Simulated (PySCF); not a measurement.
Si(H)(Cl)2(Vi), SMILES C=C[SiH](Cl)Cl at its B3LYP/def2-SVP optimised geometry (Å):

```
9

Si    -0.1399    -1.2479     0.0000
Cl     1.9362    -1.2479     0.0000
Cl    -0.7845    -2.2418    -1.7050
C     -0.7759     0.4948     0.0000
C     -1.5596     0.9636     0.9816
H     -0.6133    -1.9927     1.1900
H     -0.4999     1.1585    -0.8293
H     -1.8632     0.3412     1.8315
H     -1.9362     1.9927     0.9841
```

Computed with B3LYP/def2-TZVP in PySCF.

Map of the Laplacian of the electron density (e/bohr⁵), clipped to [-1.50, 1.50] on the plane z = 0.6 Å:

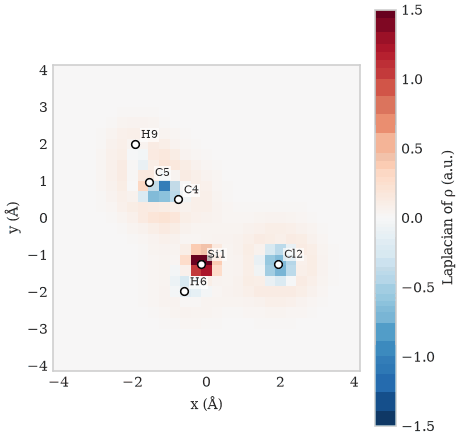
*Laplacian of the electron density (e/bohr⁵), clipped to [-1.50, 1.50] on the plane z = 0.6 Å.*
